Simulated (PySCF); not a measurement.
## Run report: C$_{3}$H$_{10}$B$_{2}$NS, EPR calculation

System: C$_{3}$H$_{10}$B$_{2}$NS, multiplicity 2, SMILES [CH2]NBCBSC.
Method: UKS B3LYP, pcH-1 on B C H N S, non-relativistic, mean-field spin-orbit, GIAO (PySCF 2.14.0).

It belongs to a series of runs on one base structure; here: H removed from sp3 C.

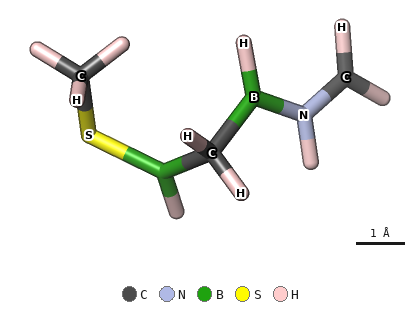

Figure 1. The structure (stick view, seen at an oblique angle).

## Key numbers

```tsv
quantity	value
outcome	converged
total energy	−623.039341 hartree
⟨S²⟩	0.755
isotropic g	2.0028
hardware	1 CPU thread, shared host
wall time	2.7 min
peak memory	0.96 GiB
```

## Input
```
{"job": {"kind": "epr", "basis": "pcH-1"}, "charge": 0, "multiplicity": 2}
C     -2.863065     1.310839     0.693310
N     -2.040783     0.328806     0.263361
B     -0.788237     0.434492    -0.372922
C     -0.035091    -0.914418    -0.768411
B      0.633787    -1.399166     0.570980
S      2.232804    -0.902184     1.134344
C      2.889542     0.181663    -0.183517
H     -3.802376     1.069070     1.149395
H     -2.565380     2.331295     0.560742
H     -2.400371    -0.601855     0.439596
H     -0.337429     1.502610    -0.547998
H     -0.748033    -1.660234    -1.122819
H      0.680476    -0.737287    -1.570016
H      0.064623    -2.095508     1.323459
H      2.185630     0.984801    -0.370763
H      3.054379    -0.402164    -1.083712
H      3.832526     0.581269     0.173984
```

The first line tells a small driver script what to run in PySCF; the rest is the geometry in Å.

Launch command:
```bash
OMP_NUM_THREADS=1 python <driver script> task.json out
```

## Log
```
UKS, coarse grid
  cycle   1  E = -622.97179946  |g| = 3.47e-01
  cycle   2  E = -622.95583994  |g| = 3.87e-01
  cycle   3  E = -623.03641374  |g| = 6.87e-02
  cycle   4  E = -623.03871581  |g| = 3.26e-02
  cycle   5  E = -623.03928076  |g| = 6.85e-03
  cycle   6  E = -623.03932033  |g| = 3.74e-03
  cycle   7  E = -623.03932907  |g| = 1.56e-03
  cycle   8  E = -623.03933168  |g| = 7.17e-04
UKS, final grid
  cycle   1  E = -623.03934070  |g| = 1.05e-03
  cycle   2  E = -623.03933999  |g| = 1.70e-03
  cycle   3  E = -623.03934118  |g| = 1.02e-04
  cycle   4  E = -623.03934119  |g| = 2.88e-05
E = -623.03934119 Eh   <S^2> = 0.7552 (exact 0.7500)
g shifts (ppm)      1          2          3
  rmc          -139       -139       -139
  gc              4         38         19
  oz_so         126        404       1263
  total          -9        303       1143
hyperfine (MHz)  atom isotope    a_iso     a_fc   dipolar eigenvalues
    0   13C      72.14      72.22    -70.20    -68.53    138.73
    1   14N      -6.32      -6.32     -3.35     -2.43      5.78
    2   11B      11.42      11.44    -12.18     -8.92     21.10
    3   13C      -5.45      -5.45     -1.38     -0.52      1.90
    4   11B      16.96      16.95     -1.39     -0.83      2.22
    5   33S       0.50       0.51     -1.22     -1.16      2.37
    6   13C      -0.24      -0.24     -0.18     -0.06      0.23
    7    1H     -57.42     -57.44    -34.12      0.80     33.32
    8    1H     -55.95     -55.96    -32.59     -0.16     32.76
    9    1H      -2.65      -2.66     -4.75     -3.23      7.99
   10    1H     -12.87     -12.87     -4.23     -1.91      6.14
   11    1H      15.68      15.68     -1.98     -0.89      2.86
   12    1H       6.81       6.81     -1.40     -1.17      2.57
   13    1H      -1.09      -1.09     -1.49     -0.34      1.83
   14    1H       0.17       0.17     -0.86     -0.81      1.67
   15    1H       0.76       0.76     -0.47     -0.41      0.88
   16    1H       0.04       0.04     -0.38     -0.32      0.69
```

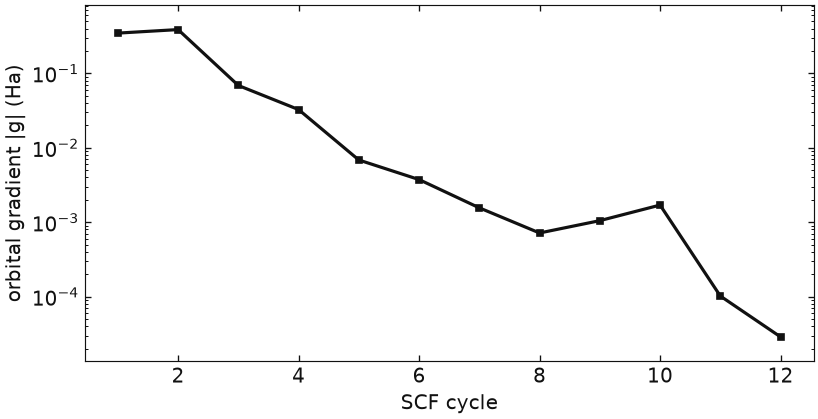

Figure 2. Convergence of the self-consistent field: orbital gradient |g| against the SCF cycle. All cycles printed in the log are drawn one after another.

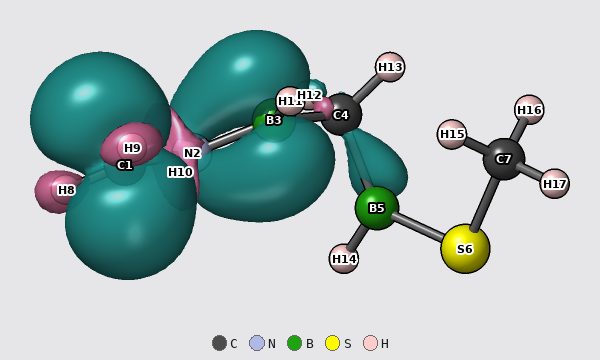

Figure 3. Isosurfaces of the spin density at +0.01 (teal) and −0.01 e/Å³ (pink), seen from the side. The unpaired spin (1 electron) lies mostly on C1 (about 0.6), B3 (about 0.1) and N2 (about 0.1), in electrons by Hirshfeld's partition.

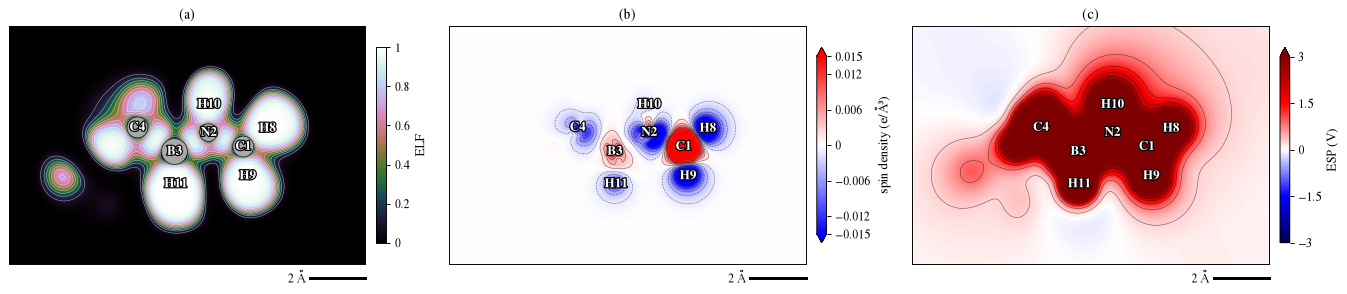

Figure 4. (a) ELF; (b) spin density (α minus β); (c) molecular electrostatic potential on the plane of atoms C1, N2 and H10. Grey discs, where drawn, cover atomic cores. Atoms in the plane: C, N, B and H. B–N (1.41 Å): the ELF peaks at about 0.95 between the atoms, which marks a polar covalent bond. C–B (1.59 Å): the ELF peaks at about 0.95 between the atoms, as expected for localised, shared-pair bonding. C–H (1.07 Å): the ELF climbs to about 1 towards the hydrogen; a covalent bond by its length. The unpaired spin (1 electron) lies mostly on C1 (about 0.6), B3 (about 0.1) and N2 (about 0.1), in electrons by Hirshfeld's partition. The potential has no marked negative region in this plane.
